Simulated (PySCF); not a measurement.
# C$_{7}$H$_{10}$, SMILES `C#CC/C=C/CC`: electronic structure

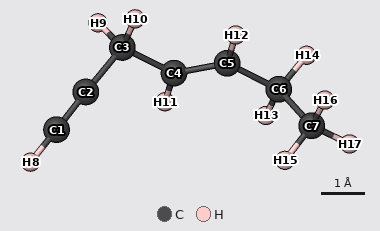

The molecule, with its atoms numbered as below. No frequency check shows the geometry to be a minimum.

Coordinates in Å:

```
C1      -3.1654   -1.1313   -0.1002
C2      -2.4410   -0.1947    0.0709
C3      -1.5333    0.9227    0.2547
C4      -0.2079    0.6304   -0.3886
C5       0.9415    0.5820    0.2616
C6       2.2632    0.2739   -0.3668
C7       2.8660   -0.9990    0.2272
H8      -3.8123   -1.9452   -0.2381
H9      -1.9801    1.8121   -0.2042
H10     -1.4046    1.1106    1.3242
H11     -0.2440    0.4438   -1.4542
H12      0.9689    0.7580    1.3303
H13      2.1425    0.1555   -1.4453
H14      2.9489    1.1082   -0.1908
H15      2.2081   -1.8459    0.0454
H16      2.9990   -0.8922    1.3016
H17      3.8343   -1.2085   -0.2216
```

### 1. Bonding charge

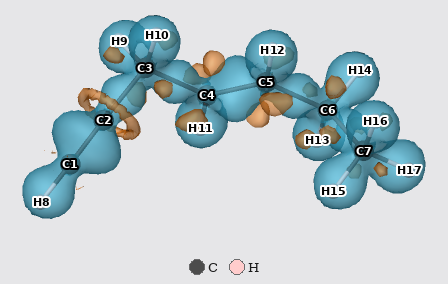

Deformation density (molecule less spherical, spin-averaged free atoms at the same positions), surfaces at ±0.1 e/Å³; light blue: gain, orange: loss.

Level of theory: ωB97X/def2-SVPD (PySCF), at a geometry from GFN2-xTB.

**Describe the bonding that the map shows.**

The five largest and four smallest: C1–C2: +0.80 e/Å³ at the bond critical point (bond length 1.20 Å). C1–H8: +0.78 e/Å³ at the bond critical point (bond length 1.05 Å). C4–C5: +0.73 e/Å³ at the bond critical point (bond length 1.32 Å). C4–H11: +0.73 e/Å³ at the bond critical point (bond length 1.08 Å). C5–H12: +0.72 e/Å³ at the bond critical point (bond length 1.08 Å). C5–C6: +0.50 e/Å³ at the bond critical point (bond length 1.50 Å). C2–C3: +0.49 e/Å³ at the bond critical point (bond length 1.45 Å). C3–C4: +0.48 e/Å³ at the bond critical point (bond length 1.50 Å). C6–C7: +0.44 e/Å³ at the bond critical point (bond length 1.53 Å). In all, 3.9 electrons gather in the regions of gain relative to the promolecule.

**Where do the Hirshfeld charges lie?**

The highest Hirshfeld charge is on H8 (+0.09 e), the lowest on C1 (−0.13 e).

### 2. Bond critical points

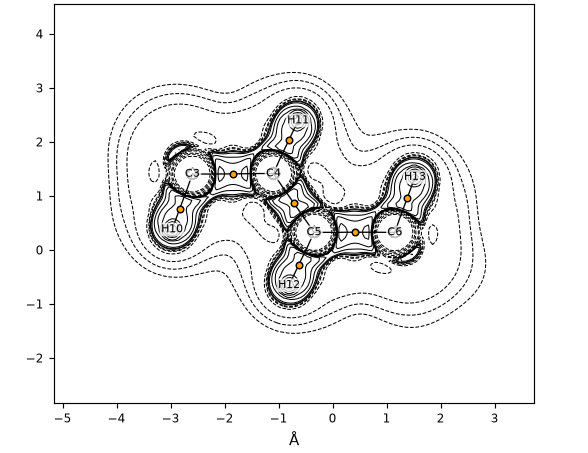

Negative Laplacian of the density (−∇²ρ) in a plane through 8 of the atoms (solid lines positive, dashed lines negative, contours at ±0.02 to ±8 a.u.), with bond paths and bond critical points (dots).

**Sort the bonds in the plane by the sign of ∇²ρ at their critical points.**

Concentrated (∇²ρ < 0): C4–C5 (−0.92 a.u.); C4–H11 (−1.07 a.u.); C5–H12 (−1.05 a.u.); C6–H13 (−1.01 a.u.); C3–H10 (−1.02 a.u.); C5–C6 (−0.62 a.u.); C3–C4 (−0.61 a.u.). At none is it depleted.

**Where along C3–H10 does the critical point lie?**

0.69 Å from C3 and 0.41 Å from H10.

### 3. Electrostatic potential

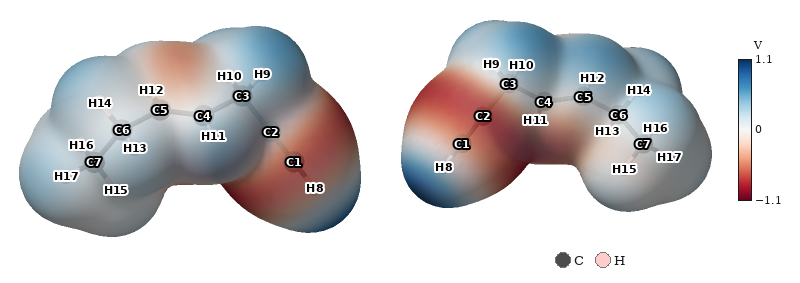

Electrostatic potential on the surface of electron density 0.001 a.u. (back view left, front view right).

**Where are the extremes of the potential on the surface?**

Highest: 1.08 V, 1.3 Å from H8. Further maxima include 0.67 V, 1.3 Å from H10; 0.64 V, 1.3 Å from H9. Lowest: −0.93 V, off the C1–C2 bond (2.2 Å from its atoms). Further minima include −0.78 V, off the C1–C2 bond (2.2 Å from its atoms); −0.48 V, off the C4–C5 bond (2.2 to 2.3 Å from its atoms). The surface is sampled at points, so like sites can differ by a few per cent and only the strongest of them is named.

**What volume does the surface enclose, and what is the dipole moment?**

About 159 Å³; the dipole moment is 0.9 D.

### 4. Excited states

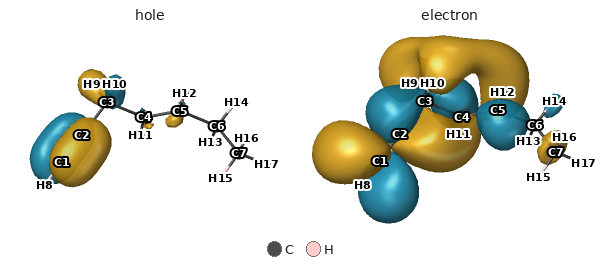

Leading natural transition orbital pair of S₁ (full linear response singlet states); the surfaces enclose about 70 % of each orbital's density.

Method: PBE0/6-31+G*; geometry: GFN2-xTB; program: PySCF.

**Give its energy and the atoms that hole and electron lie on.**

6.49 eV (191 nm), f = 0.008; the leading pair carries 82 %; hole on C1 (39 %), C2 (33 %) and C3, C4 and C5 (6 % each), electron on C1 (25 %), C2 (20 %) and C4 and C5 (11 % each) (shares are of the whole state, not of the leading pair alone); their centroids lie 0.8 Å apart; S₂ lies within 0.1 eV of it. In canonical orbitals it is mainly HOMO−1 → LUMO (44 %). The HOMO–LUMO gap is 7.39 eV.

### 5. Localised orbitals

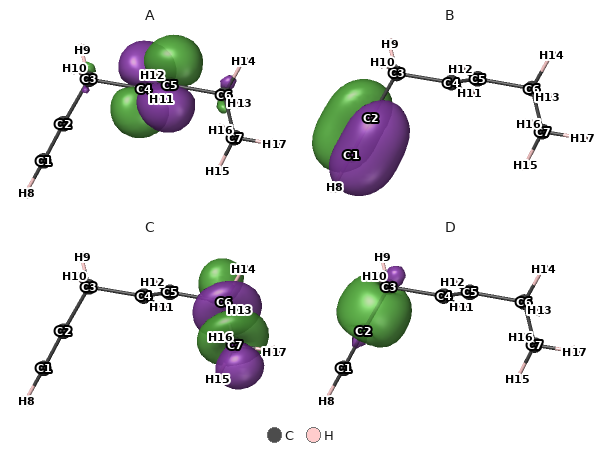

Intrinsic bond orbitals (IBO), occupied and valence-virtual; each surface holds about 85 % of the orbital's density. Energies are diagonal elements of the Fock matrix.

PySCF calculation, B3LYP/6-31G*, gas phase; geometry: GFN2-xTB.

**What does each orbital represent in a Lewis picture?**

By panel:
- A: π* orbital C5–C4 (C5 49 %, C4 48 %; 2.3 eV)
- B: π bond C1–C2 (C1 51 %, C2 48 %; −7.4 eV)
- C: σ* orbital C7–C6 (C7 50 %, C6 50 %; 10.0 eV)
- D: σ bond C2–C3 (C2 52 %, C3 48 %; −16.0 eV)

The PySCF runs shown took 64 s, 17 min and 35 s on 1 thread of Intel(R) Xeon(R) Processor @ 2.50GHz (Skylake/Cascade Lake), with other jobs on the host.
